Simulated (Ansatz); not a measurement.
**GeH2Cl− (SMILES [Cl][GeH2-]): r2SCAN/STO-3G**

What is the energy change on altering one bond length of GeH2Cl− at r2SCAN/STO-3G? 

The calculation is run with Ansatz 0.2.0.

6 further runs of the same task are left out: 5 that didn't finish, 1 set aside as unsound or not needed.

## Step 1: The structure to begin with

The species is GeH2Cl− (4 atoms), meant as a singlet with charge -1. SMILES: `[Cl][GeH2-]`. Geometry: a GFN2-xTB relaxation, a rough one for these elements and not checked as a minimum.

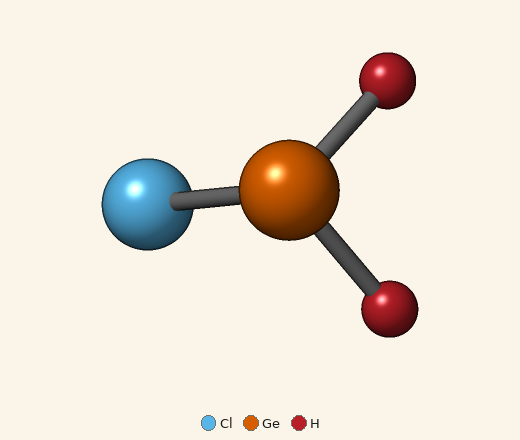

Viewed from a chosen angle; chlorine blue, germanium orange, hydrogen red.

## Step 2: The energy at r2SCAN/STO-3G

Contents of input.yaml:

```yaml
crystal:
  periodic: [false, false, false]
  atoms:
    - {symbol: Cl, position_ang: [-1.566020, 0.389730, 1.014420]}
    - {symbol: Ge, position_ang: [0.036260, -0.806600, -0.163840]}
    - {symbol: H, position_ang: [0.151880, 0.384060, -1.448900]}
    - {symbol: H, position_ang: [1.377880, 0.032810, 0.598330]}
basis:
  gaussian:
    orbitals: STO-3G
hamiltonian:
  xc: {name: r2SCAN}
accuracy: high
total_charge: -1
```

Run with:

```
$ ansatz run input.yaml --threads 1 --pin off --max-ram 2610MiB --events-out events.jsonl --progress --plain --runs-dir runs
```

Output:

```text
Warning: RAYON_NUM_THREADS=1 ignored (pool sized by the plan → 1); use --threads N
Functional definition: r2SCAN
  name "r2SCAN"
  parameter k0 = 0.174
  parameter k1 = 0.065
  parameter a1 = 4.9479
  exchange = r2scan_x(k0 = k0, k1 = k1, a1 = a1)
  correlation = r2scan_c
419 factors; integrals over basis functions are off by at most 4.7e-9 eV
mean field evaluation 1: about -68196.7861 eV, gradient 1.8e2 eV
mean field evaluation 2: about -68241.0260 eV, gradient 7.5e1 eV
mean field evaluation 4: about -68283.6106 eV, gradient 1.1e1 eV
mean field evaluation 8: about -68284.2845 eV, gradient 9.6e-2 eV
mean field evaluation 16: about -68284.2846 eV, gradient 4.9e-6 eV
mean field -68284.28456491 eV, -2509.4011730100 hartree, gradient 1.6e-8 eV, S^2 0.000000; 0 other end points of the search recorded, 0 dependent functions left out
reference -68284.28456527 eV, -2509.4011730231 hartree; 26, 26 occupied and 3, 3 virtual orbitals, 419 factors
Total energy: -68284.28456527 eV, -2509.4011730231 hartree
```

Run time: 4.2 s. Hardware: 1 thread of Arm Neoverse V1, shared host; peak memory 0.14 GiB.

## Step 3: The distorted shape at the same level

Contents of in.yaml:

```yaml
basis:
  gaussian: {orbitals: STO-3G}
crystal:
  periodic: [false, false, false]
  atoms:
    - {symbol: Cl, position_ang: [-1.966600, 0.688820, 1.308992]}
    - {symbol: Ge, position_ang: [0.036260, -0.806600, -0.163840]}
    - {symbol: H, position_ang: [0.151880, 0.384060, -1.448900]}
    - {symbol: H, position_ang: [1.377880, 0.032810, 0.598330]}
total_charge: -1
hamiltonian: {xc: {name: r2SCAN}}
accuracy: high
```

Run with:

```
$ ansatz run in.yaml --threads 1 --pin off --max-ram 2610MiB --events-out events.jsonl --progress --plain --runs-dir runs
```

Output, cut to the lines that bear on the results:

```text
Warning: RAYON_NUM_THREADS=1 ignored (pool sized by the plan → 1); use --threads N
[... 7 set-up lines as earlier in the session ...]
406 factors; integrals over basis functions are off by at most 8.7e-9 eV
mean field evaluation 1: about -68154.3535 eV, gradient 1.9e2 eV
mean field evaluation 2: about -68157.0405 eV, gradient 6.8e1 eV
mean field evaluation 4: about -68192.9164 eV, gradient 1.4e2 eV
mean field evaluation 8: about -68282.6314 eV, gradient 9.6e0 eV
mean field evaluation 16: about -68283.1687 eV, gradient 5.5e-3 eV
mean field -68283.16868437 eV, -2509.3601651566 hartree, gradient 7.0e-9 eV, S^2 0.000000; 0 other end points of the search recorded, 0 dependent functions left out
reference -68283.16868474 eV, -2509.3601651702 hartree; 26, 26 occupied and 3, 3 virtual orbitals, 406 factors
Total energy: -68283.16868474 eV, -2509.3601651702 hartree
```

Wall time 4.2 s (1 thread of Arm Neoverse V1, shared host); peak memory 0.14 GiB.

## Step 4: Results

Level: r2SCAN/STO-3G.

```
                                                           quantity           value
                                          first shape: total energy  -2509.40117 Eh
                                      distorted shape: total energy  -2509.36017 Eh
energy change with the Cl1–Ge2 bond stretched from 2.321 to 2.901 Å        1.116 eV
```

With the Cl1–Ge2 bond stretched from 2.321 to 2.901 Å the energy rises by 1.12 eV (26 kcal/mol). The first shape isn't relaxed at this level, so the change isn't measured from a minimum. The minimal basis adds a large error of its own.
